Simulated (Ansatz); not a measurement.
**Be3VSn2: relaxing a made-up structure**

This structure for Be3VSn2 is made up. Its elements were placed in a known structure type with a cell scaled to their sizes. What cell does the guess relax to, and how far off was it?

Calculated with Ansatz 0.2.0; DFT, PBEsol, plane-wave PAW, files of the set soft_1, scalar-relativistic, ferromagnetic start, cell and ions relaxed at zero pressure; PAW set soft_1, in the first sound run; inputs show where later runs differ.

### 1. The starting structure

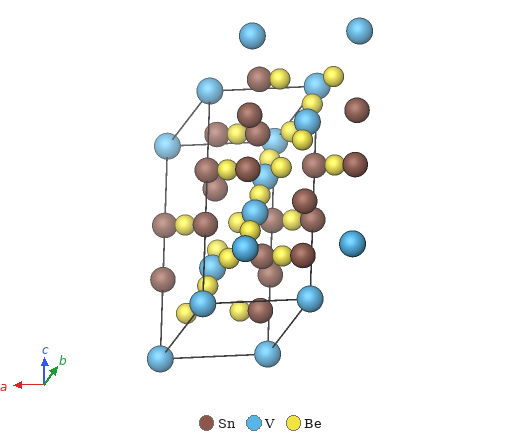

The starting structure, seen from a free direction (tin brown, vanadium blue, beryllium yellow). 1×2×1 cells are drawn. This picture shows the conventional cell, with its axes. Some periodic images of atoms are drawn too.

### 2. Relaxing cell and atoms

The guessed cell has no reason to be at equilibrium. It is relaxed with the atoms, within the space group of the guess.

input.yaml reads:

```yaml
crystal:
  lattice:
    - [2.5345, 1.463294257, 4.028666667]
    - [-2.5345, 1.463294257, 4.028666667]
    - [0.0, -2.926588515, 4.028666667]
  atoms:
    - { symbol: Sn, position: [0.372433333, 0.372433333, 0.372433333] }
    - { symbol: Sn, position: [0.627566667, 0.627566667, 0.627566667] }
    - { symbol: V, position: [0.0, 0.0, 0.0], spin: 2.0 }
    - { symbol: Be, position: [0.0, 0.0, 0.5] }
    - { symbol: Be, position: [0.5, 0.0, 0.0] }
    - { symbol: Be, position: [0.0, 0.5, 0.0] }
magnetization:
  spin_polarized: true
kpoints:
  mp_grid: { grid: [7, 7, 7] }
scf:
  occupations: { method: fermi_dirac, width: 0.05 }
hamiltonian:
  xc: pbesol
  pseudopotentials: { kind: paw, azcp: { folder: soft_1 }, xc_functional: pbe }
relax:
  f_tol: 0.015
  max_steps: 70
  cell: {}
output:
  forces: true
  stress: true
```

On the command line:

```console
> ansatz run input.yaml --threads 4 --pin off --max-ram 10240MiB --backend cpu --events-out ev --progress --plain --runs-dir out
```

Numbers of over 12 decimals in the logs are rounded to 6 here.

Log:

```text
Engine: ansatz 0.2.0, x86_64-unknown-linux-gnu
Pseudopotentials: kind: paw
Pseudopotential: Sn, paw, valence charge 14, recommended cutoff 420 eV (normal), soft_1/Sn.paw.azcp
Pseudopotential: V, paw, valence charge 13, recommended cutoff 420 eV (normal), soft_1/V.paw.azcp
Pseudopotential: Be, paw, valence charge 2, recommended cutoff 420 eV (normal), soft_1/Be.paw.azcp
Functional definition: PBEsol
  exchange = pbesol_x
  correlation = pbesol_c
Crystal: 6 atoms, lattice volume = 89.647 Å³
Basis set: ecut = 420 eV, 1765 PW (Γ), exchange–correlation on 72×72×72 points (8 copies of the dense FFT grid, shifted against one another)
Bands: 31, of which v1, the nominal top of the filled ones, is band 24 counted from 1 (23 counted from 0)
Symmetry: 12 space group operations
Space group: R-3m (ITA 166), of the structure as read, at distance tolerance 4.5e-5 Å
Magnetic group: BNS 166.97 (UNI 1327), of the structure as read, at distance tolerance 4.5e-5 Å
k-points: 44 of 343
Non-local potential: Sn, projectors of the file, l = 0: 2, l = 1: 2, l = 2: 2, l = 3: 1
Non-local potential: V, projectors of the file, l = 0: 3, l = 1: 2, l = 2: 3, l = 3: 1
Non-local potential: Be, projectors of the file, l = 0: 2, l = 1: 2, l = 2: 1
PAW form: soft (Blöchl's): semilocal exchange-correlation on the pseudo side does not see the compensation charge
PAW frozen core: Sn, regenerated for the run's functional, and the local potential with it (the file was generated under x = pbe(κ = 0.804, μ = 0.219515), c = pbe(β = 0.066725))
PAW frozen core: V, regenerated for the run's functional, and the local potential with it (the file was generated under x = pbe(κ = 0.804, μ = 0.219515), c = pbe(β = 0.066725))
PAW frozen core: Be, regenerated for the run's functional, and the local potential with it (the file was generated under x = pbe(κ = 0.804, μ = 0.219515), c = pbe(β = 0.066725))
PAW one-centre angular grid: Sn, 590 points (default); XC on 64 Gauss nodes
PAW one-centre angular grid: V, 590 points (default); XC on 64 Gauss nodes
PAW one-centre angular grid: Be, 110 points (default); XC on 64 Gauss nodes
Initial density: superposition of atomic densities (chi_scale 0.1, normalization cell)
Starting moments: Σ|m| = 2 μB on 1 of 6 sites
Initial wavefunctions: pseudopotential atomic-orbital guess
Functional: x = pbesol(κ = 0.804, μ = 0.123457), c = pbesol(β = 0.046)
SCF iter   1: F=—  HF=-15054.701493 eV  |F-HF|=—  |Δ(HF+E_count)|=         —  Δρ=2.93e-2 (↑2.93e-2 ↓2.28e-2)  dr2=2.62e0  dr2_m=2.99e-1  M=1.169 μB ∫|m|=1.667 μB  β_m=0.30  ethr=3.10e-3  ⟨swp⟩=6.5  Hψ=12314  notcnv=0
Mixer restart at iter 1: flushing history
preconditioner: auto → Kerker (q_TF=auto, 2.450 Å⁻¹)  [metal: Δε(μ)=0.030 eV  Ē_g=14.773 eV  σ=0.050 eV  W_gap=0.15  n_scr=14 (ndim 8)  ℏωp=24.5 eV  f_vac=0.000  D(μ)=2.26/eV (n_scr^D=14)]
spin=Collinear: Kerker preconditioning applied to the charge; magnetization (m = ρ↑ − ρ↓) channel mixes plain (no charge-response kernel on spin).
SCF iter   2: F=—  HF=-15054.426890 eV  |F-HF|=—  |Δ(HF+E_count)|=   2.75e-1  Δρ=2.11e-2 (↑1.89e-2 ↓2.11e-2)  dr2=1.85e0  dr2_m=1.71e-1  M=1.096 μB ∫|m|=1.622 μB  β_m=0.65  ethr=3.10e-3  ⟨swp⟩=2.0  Hψ=3916  notcnv=0  defer=105
SCF iter   3: F=—  HF=-15054.544478 eV  |F-HF|=—  |Δ(HF+E_count)|=   1.18e-1  Δρ=1.23e-2 (↑1.23e-2 ↓8.52e-3)  dr2=2.87e-1  dr2_m=5.71e-2  M=0.846 μB ∫|m|=1.317 μB  β_m=0.69  ethr=3.10e-3  ⟨swp⟩=2.5  Hψ=4124  notcnv=0  defer=106
SCF iter   4: F=—  HF=-15054.449519 eV  |F-HF|=—  |Δ(HF+E_count)|=         —  Δρ=1.67e-2 (↑1.67e-2 ↓1.11e-2)  dr2=4.86e-2  dr2_m=1.52e-1  M=0.339 μB ∫|m|=0.614 μB  β_m=0.69  ethr=6.10e-4  ⟨swp⟩=2.5  Hψ=4800  notcnv=0  defer=119
Mixer restart at iter 4: flushing history
SCF iter   5: F=—  HF=-15054.558559 eV  |F-HF|=—  |Δ(HF+E_count)|=   1.09e-1  Δρ=9.64e-3 (↑9.64e-3 ↓7.20e-3)  dr2=1.70e-2  dr2_m=5.70e-2  M=0.228 μB ∫|m|=0.401 μB  β_m=0.85  ethr=1.03e-4  ⟨swp⟩=2.0  Hψ=5252  notcnv=0  defer=119
SCF iter   6: F=—  HF=-15054.574314 eV  |F-HF|=—  |Δ(HF+E_count)|=   1.58e-2  Δρ=2.11e-3 (↑2.11e-3 ↓9.56e-4)  dr2=3.68e-3  dr2_m=1.84e-3  M=0.052 μB ∫|m|=0.085 μB  β_m=0.87  ethr=3.62e-5  ⟨swp⟩=2.0  Hψ=4668  notcnv=0  defer=118
SCF iter   7: F=—  HF=-15054.571040 eV  |F-HF|=—  |Δ(HF+E_count)|=   3.27e-3  Δρ=2.11e-3 (↑1.75e-3 ↓2.11e-3)  dr2=1.60e-2  dr2_m=4.06e-5  M=0.011 μB ∫|m|=0.016 μB  β_m=0.72  ethr=7.84e-6  ⟨swp⟩=2.1  Hψ=5617  notcnv=0  defer=114  recentre
SCF iter   8: F=—  HF=-15054.575047 eV  |F-HF|=—  |Δ(HF+E_count)|=   4.01e-3  Δρ=1.16e-3 (↑2.29e-4 ↓1.16e-3)  dr2=1.75e-3  dr2_m=2.76e-4  M=0.022 μB ∫|m|=0.035 μB  β_m=0.86  ethr=7.84e-6  ⟨swp⟩=2.0  Hψ=5330  notcnv=0  defer=114
SCF iter   9: F=—  HF=-15054.576369 eV  |F-HF|=—  |Δ(HF+E_count)|=   1.32e-3  Δρ=8.00e-4 (↑1.54e-4 ↓8.00e-4)  dr2=9.03e-4  dr2_m=1.32e-4  M=0.011 μB ∫|m|=0.017 μB  β_m=0.79  ethr=3.73e-6  ⟨swp⟩=2.0  Hψ=3022  notcnv=0  defer=114
SCF iter  10: F=—  HF=-15054.576661 eV  |F-HF|=—  |Δ(HF+E_count)|=   2.92e-4  Δρ=2.30e-4 (↑7.47e-5 ↓2.30e-4)  dr2=8.77e-5  dr2_m=9.96e-6  M=0.004 μB ∫|m|=0.005 μB  β_m=0.90  ethr=1.92e-6  ⟨swp⟩=2.0  Hψ=3132  notcnv=0  defer=114
SCF iter  11: F=—  HF=-15054.576689 eV  |F-HF|=—  |Δ(HF+E_count)|=   2.77e-5  Δρ=2.81e-5 (↑2.81e-5 ↓2.36e-5)  dr2=5.97e-7  dr2_m=4.26e-7  M=0.001 μB ∫|m|=0.001 μB  β_m=0.95  ethr=1.87e-7  ⟨swp⟩=2.0  Hψ=3281  notcnv=0  defer=114
SCF iter  12: F=—  HF=-15054.576689 eV  |F-HF|=—  |Δ(HF+E_count)|=   3.00e-8  Δρ=6.57e-6 (↑4.58e-6 ↓6.57e-6)  dr2=2.14e-8  dr2_m=2.30e-8  M=0.000 μB ∫|m|=0.000 μB  β_m=0.97  ethr=1.27e-9  ⟨swp⟩=2.5  Hψ=5009  notcnv=0  defer=114
SCF iter  13: F=—  HF=-15054.576689 eV  |F-HF|=—  |Δ(HF+E_count)|=   4.83e-9  Δρ=9.16e-7 (↑9.16e-7 ↓5.75e-7)  dr2=2.49e-9  dr2_m=5.26e-11  M=-0.000 μB ∫|m|=0.000 μB  β_m=0.99  ethr=4.56e-11  ⟨swp⟩=2.0  Hψ=3542  notcnv=0  defer=114
SCF iter  14: F=-15054.576689 eV  HF=-15054.576689 eV  |F-HF|=2.03e-9  |Δ(HF+E_count)|=  2.73e-10  Δρ=6.31e-7 (↑5.86e-7 ↓6.31e-7)  dr2=2.13e-9  dr2_m=7.75e-13  M=0.000 μB ∫|m|=0.000 μB  ethr=5.29e-12  ⟨swp⟩=1.7  Hψ=6786  notcnv=0
WARN: the starting moments were not kept: the SCF closed with an absolute magnetisation of 3.1e-6 μB, where they sum to 2 μB in size (1 site). That is at most 0.1 of that sum. Measured as dr2_m measures the in/out step, that magnetisation stands 3.5e-12 eV from none, at or under the dr2_threshold of 1.0e-7 eV: it is no larger than a step whose dr2_m would equal this threshold. The system may hold no moment; this SCF  [...]
SCF 1 converged in 14 iterations: F = -15054.576689 eV  dr2 = 2.13e-9
[...]
the starting moments were not kept: the SCF closed with an absolute magnetisation of 2.1e-5 μB, where they sum to 2 μB in size (1 site). That is at most 0.1 of that sum. Measured as dr2_m measures the in/out step, that magnetisation stands 1.5e-10 eV from none, at or under the dr2_threshold of 6.0e-7 eV: it is no larger than a step whose dr2_m would equal this threshold.
SCF 3 converged in 10 iterations: F = -15054.739358 eV  dr2 = 8.78e-9
relax step   3: F+E_penalty+E_count = -15054.73935784 eV  Δ(F+E_penalty+E_count) = -1.083e-1 eV  max|allowed force component| = 1.053e-1 eV/Å  Δτ_max = 0.0817 Å  P = -0.288 GPa  Ω = 83.901 Å³  energy of the carried Pulay correction = +1.174e-3 eV  (10 SCF iters, dr2 threshold 6.00e-7 eV, accepted)
[...]
relax step   4: F+E_penalty+E_count = -15054.74411291 eV  Δ(F+E_penalty+E_count) = -4.755e-3 eV  max|allowed force component| = 3.241e-2 eV/Å  Δτ_max = 0.0113 Å  P = -0.230 GPa  Ω = 83.930 Å³  energy of the carried Pulay correction = +1.168e-3 eV  (7 SCF iters, dr2 threshold 6.00e-7 eV, accepted)
[...]
relax step   5: F+E_penalty+E_count = -15054.74455775 eV  Δ(F+E_penalty+E_count) = -4.448e-4 eV  max|allowed force component| = 7.795e-3 eV/Å  Δτ_max = 0.0049 Å  P = +0.024 GPa  Ω = 83.721 Å³  energy of the carried Pulay correction = +1.212e-3 eV  (8 SCF iters, dr2 threshold 2.16e-7 eV, accepted)
Initial wavefunctions: pseudopotential atomic-orbital guess (no wavefunctions were taken with the density)
iter 1 solved again at ethr=5.69e-8 eV; its pass at ethr=3.10e-3 eV (dr2=2.68e-5 eV) is discarded
SCF iter   1: F=—  HF=-15054.743509 eV  |F-HF|=—  |Δ(HF+E_count)|=         —  Δρ=4.27e-5 (↑4.27e-5 ↓4.20e-5)  dr2=5.78e-6  dr2_m=1.66e-10  M=0.000 μB ∫|m|=0.000 μB  β_m=0.65  ethr=5.69e-8  ⟨swp⟩=3.8  Hψ=20674  notcnv=0
preconditioner: auto → Kerker (q_TF=auto, 2.366 Å⁻¹)  [metal: Δε(μ)=0.019 eV  Ē_g=15.605 eV  σ=0.050 eV  W_gap=0.09  n_scr=14 (ndim 8)  ℏωp=25.3 eV  f_vac=0.000  D(μ)=2.57/eV (n_scr^D=14)]
spin=Collinear: Kerker preconditioning applied to the charge; magnetization (m = ρ↑ − ρ↓) channel mixes plain (no charge-response kernel on spin).
SCF iter   2: F=—  HF=-15054.743508 eV  |F-HF|=—  |Δ(HF+E_count)|=   7.68e-7  Δρ=1.34e-5 (↑1.34e-5 ↓1.32e-5)  dr2=6.46e-7  dr2_m=6.92e-11  M=0.000 μB ∫|m|=0.000 μB  β_m=0.59  ethr=1.23e-8  ⟨swp⟩=2.0  Hψ=3072  notcnv=0
SCF iter   3: F=—  HF=-15054.743509 eV  |F-HF|=—  |Δ(HF+E_count)|=   3.01e-7  Δρ=4.68e-6 (↑4.43e-6 ↓4.68e-6)  dr2=4.79e-8  dr2_m=2.43e-11  M=0.000 μB ∫|m|=0.000 μB  β_m=0.69  ethr=1.37e-9  ⟨swp⟩=2.0  Hψ=4724  notcnv=0
SCF iter   4: F=—  HF=-15054.743510 eV  |F-HF|=—  |Δ(HF+E_count)|=   1.01e-6  Δρ=6.06e-6 (↑5.85e-6 ↓6.06e-6)  dr2=2.11e-7  dr2_m=9.46e-12  M=0.000 μB ∫|m|=0.000 μB  β_m=0.69  ethr=1.02e-10  ⟨swp⟩=2.0  Hψ=4756  notcnv=0
SCF iter   5: F=—  HF=-15054.743510 eV  |F-HF|=—  |Δ(HF+E_count)|=   6.11e-7  Δρ=4.25e-6 (↑4.10e-6 ↓4.25e-6)  dr2=1.44e-7  dr2_m=5.28e-12  M=0.000 μB ∫|m|=0.000 μB  β_m=0.85  ethr=1.02e-10  ⟨swp⟩=2.0  Hψ=4848  notcnv=0
SCF iter   6: F=—  HF=-15054.743511 eV  |F-HF|=—  |Δ(HF+E_count)|=   2.14e-7  Δρ=4.07e-6 (↑3.96e-6 ↓4.07e-6)  dr2=9.94e-8  dr2_m=2.46e-12  M=0.000 μB ∫|m|=0.000 μB  β_m=0.85  ethr=1.02e-10  ⟨swp⟩=2.0  Hψ=3588  notcnv=0
SCF iter   7: F=—  HF=-15054.743511 eV  |F-HF|=—  |Δ(HF+E_count)|=   2.23e-7  Δρ=2.09e-7 (↑2.09e-7 ↓1.95e-7)  dr2=1.19e-10  dr2_m=9.71e-14  M=0.000 μB ∫|m|=0.000 μB  β_m=0.91  ethr=1.02e-10  ⟨swp⟩=2.1  Hψ=4859  notcnv=0
SCF iter   8: F=—  HF=-15054.743511 eV  |F-HF|=—  |Δ(HF+E_count)|=  8.19e-10  Δρ=4.45e-8 (↑4.43e-8 ↓4.45e-8)  dr2=3.10e-12  dr2_m=2.79e-14  M=0.000 μB ∫|m|=0.000 μB  β_m=0.96  ethr=1.00e-12  ⟨swp⟩=2.0  Hψ=4850  notcnv=0
SCF iter   9: F=-15054.743511 eV  HF=-15054.743511 eV  |F-HF|=2.36e-11  |Δ(HF+E_count)|=  1.09e-11  Δρ=6.52e-8 (↑6.08e-8 ↓6.52e-8)  dr2=2.45e-11  dr2_m=3.78e-15  M=0.000 μB ∫|m|=0.000 μB  ethr=1.00e-12  ⟨swp⟩=3.0  Hψ=8071  notcnv=0
the starting moments were not kept: the SCF closed with an absolute magnetisation of 2.1e-7 μB, where they sum to 2 μB in size (1 site). That is at most 0.1 of that sum. Measured as dr2_m measures the in/out step, that magnetisation stands 1.6e-14 eV from none, at or under the dr2_threshold of 6.0e-11 eV: it is no larger than a step whose dr2_m would equal this threshold.
SCF 6 converged in 9 iterations: F = -15054.743511 eV  dr2 = 2.45e-11
relax step   6: F+E_penalty+E_count = -15054.74351082 eV  Δ(F+E_penalty+E_count) = +1.047e-3 eV  max|allowed force component| = 7.835e-3 eV/Å  Δτ_max = 0.0000 Å  P = +0.019 GPa  Ω = 83.721 Å³  stress off target by 4.12e-2 GPa  SCF on the basis re-selected at this cell (its energy is not comparable with the rows above)  (9 SCF iters)
basis re-selected at this cell: Δ(F+E_penalty+E_count) = +1.047e-3 eV, ΔP = -0.005 GPa vs the last step (what re-selecting the basis moved, of the pressure what is left beyond the Pulay correction that the steps carried, after the strain that the cell walked since its last selection, with what the two solves' SCF thresholds leave and, on support functions, any second-order correction that the steps lacked; it is no m [...]
SCF converged after 9 iterations
Magnetization: 0.0000 μB (23.5000 up, 23.5000 down)
Absolute magnetization: 0.0000 μB (∫|ρ↑−ρ↓|, with the PAW one-centre terms)
Spin contamination: 0.0000 ħ² per cell (⟨S²⟩ above its minimum at these occupations)
Per-site moments (μB) at R_I (Å): [(-2.9751435982460645e-9, 1.171580), (-2.9751437299030627e-9, 1.171580), (1.351476768581586e-7, 1.014348), (-4.564351433235722e-9, 1.011195), (-4.564351548883594e-9, 1.011195), (-4.56435165981989e-9, 1.011195)]
Free energy (F): -15054.743511 eV
Harris-Foulkes:  -15054.743511 eV  (|F-HF|=2.36e-11)
Internal energy: -15054.720949 eV  (E = F + TS)
E sigma→0 (E₀):  -15054.732230 eV
Entropy (-TS):   -0.022561 eV (-3.760 meV/atom)
Fermi energy:    12.023407 eV
--- Per-component energies (eV) ---
  E_band       = -273.725601
  E_kinetic    = 694.364376
  E_local      = -3444.433869  (includes V_loc(G=0)·N_el)
  E_nonlocal   = 390.889262
  E_hartree    = 1661.051146
  E_xc         = -424.791063
  E_vxc        = -368.956942  (∫ρ·V_xc dr)
  E_paw        = -9863.494747  (= ΣΔE_a)
  E_vpaw       = -867.692111  (= ΣTr[D̂ρ^β])
  E_aug_tail   = 0.001597  (compensation charges beyond the density's cutoff)
  E_ewald      = -4069.055604
  E_core_change = 0.747952  (= ΣΔE_core)
  E_smearing   = -0.022561  (= −TS)
  E_closure    = -0.000000  (closes the sum)
  Σ components = -15054.743511   (vs F -15054.743511, Δ=0.00e0)
--- Forces (eV/Å), atoms counted from 1 ---
  atom   1  Sn     0.00000000    -0.00000000     0.00783508
  atom   2  Sn    -0.00000000     0.00000000    -0.00783508
  atom   3  V      0.00000000     0.00000000    -0.00000000
  atom   4  Be    -0.00000000    -0.00000000     0.00000000
  atom   5  Be     0.00000000     0.00000000    -0.00000000
  atom   6  Be     0.00000000     0.00000000     0.00000000
  max |Σ_I F_I| component: 6.84e-30 eV/Å
--- Stress (GPa, compression-positive) ---
        0.007387       0.000000      -0.000000
        0.000000       0.007387      -0.000000
       -0.000000      -0.000000       0.041154
  P = ⅓ Tr σ = 0.0186 GPa (0.186 kbar)
--- Relaxed structure (5 steps of the walk, 5 accepted, 1 SCFs on fresh bases) ---
  F+E_penalty+E_count = -15054.74351082 eV   max|allowed force component| = 7.835e-3 eV/Å   (the final SCF, on the basis selected at the relaxed cell)
  cell:  # Å, volume = 83.7207 Å³
    - [2.451381, 1.415306, 4.021801]
    - [-2.451381, 1.415306, 4.021801]
    - [0, -2.830611, 4.021801]
  atoms:
    - { symbol: Sn, position: [0.370758, 0.370758, 0.370758] }
    - { symbol: Sn, position: [0.629242, 0.629242, 0.629242] }
    - { symbol: V, position: [5.741265847859071e-19, 5.741265847859072e-19, 5.741265846892566e-19] }
    - { symbol: Be, position: [0.0, 0.0, 0.5] }
    - { symbol: Be, position: [0.5, 0.0, 2.7755575615628914e-17] }
    - { symbol: Be, position: [0.0, 0.5, 2.7755575615628914e-17] }
```

It took 19 s on 4 threads of Intel Xeon at 2.60GHz (Ice Lake), shared host; peak memory 0.62 GiB; 70 s of CPU time.

The steps of the relaxation:

| step | energy less that of the first step (eV) | largest force component (eV/Å) | pressure (GPa) | volume (Å³) |
| --- | --- | --- | --- | --- |
| 1 | 0.0000 | 0.3600 | -6.53 | 89.65 |
| 2 | -0.0543 | 0.6933 | 5.55 | 80.55 |
| 3 | -0.1627 | 0.1052 | -0.29 | 83.90 |
| 4 | -0.1674 | 0.0324 | -0.23 | 83.93 |
| 5 | -0.1679 | 0.0078 | 0.02 | 83.72 |
| 6* | -0.1668 | 0.0078 | 0.02 | 83.72 |

Relaxation steps marked * repeat the geometry before them on a plane-wave basis chosen anew for their cell, so energy and pressure can jump there.

Forces are held to the 12 operations that the run works with; a distortion that breaks them can't arise in this run.

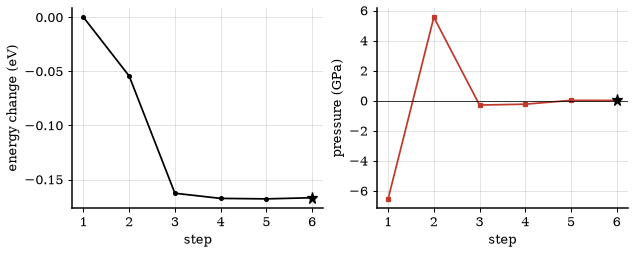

Energy and pressure along the relaxation. Stars mark steps on a basis chosen anew.

| conventional cell, symmetrised | before | after | change |
| --- | --- | --- | --- |
| a (Å) | 5.069 | 4.903 | -3.3 % |
| b (Å) | 5.069 | 4.903 | -3.3 % |
| c (Å) | 12.086 | 12.065 | -0.2 % |
| volume (Å³/atom) | 14.94 | 13.95 | -6.6 % |

The atoms that moved most (Å, as changes of fractional coordinates times the final cell):

| atom | dx | dy | dz | length |
| --- | --- | --- | --- | --- |
| Sn2 | 0.000 | 0.000 | 0.020 | 0.020 |
| Sn1 | 0.000 | 0.000 | -0.020 | 0.020 |

Final coordinates:

```cif
data_structure
_symmetry_space_group_name_H-M 'P 1'
_symmetry_Int_Tables_number 1
_cell_length_a 4.9181
_cell_length_b 4.9181
_cell_length_c 4.9181
_cell_angle_alpha 59.794
_cell_angle_beta 59.794
_cell_angle_gamma 59.794
_cell_volume 83.72
loop_
_atom_site_label
_atom_site_type_symbol
_atom_site_fract_x
_atom_site_fract_y
_atom_site_fract_z
_atom_site_occupancy
Sn1 Sn 0.37076 0.37076 0.37076 1
Sn2 Sn 0.62924 0.62924 0.62924 1
V3 V 0.00000 0.00000 0.00000 1
Be4 Be 0.00000 0.00000 0.50000 1
Be5 Be 0.50000 0.00000 0.00000 1
Be6 Be 0.00000 0.50000 0.00000 1
```

Numbers from this step:

```
free energy             : -15054.7435 eV
energy at zero smearing : -15054.7322 eV
smearing term TS        : 0.02256 eV
Fermi energy            : 12.02 eV
electrons               : 47
symmetry operations     : 12
pressure                : 0.01864 GPa
```

The shortest distance of each pair, which need not be the same contact before and after:

| pair | guess (Å) | relaxed (Å) |
| --- | --- | --- |
| Be–Be | 2.534 | 2.451 |
| Be–V | 2.490 | 2.459 |
| Be–Sn | 2.885 | 2.840 |
| Sn–V | 2.964 | 2.866 |
| Sn–Sn | 3.075 | 2.971 |

The relaxation ends with a largest force component of 0.0078 eV/Å and a pressure of 0.02 GPa. No moment survives the cycle: this start ends non-magnetic.

(Continued in part 2 of 2.)

[Logs are printed without paths, hosts, clocks, repeated set-up lines and the standing remarks that a program may print on its own settings, such as how far it seeks lower states.]

[Hosts, paths, dates, database ids (printed as entryN), source tags and the programs' standing remarks are cut or masked in the printed files.]
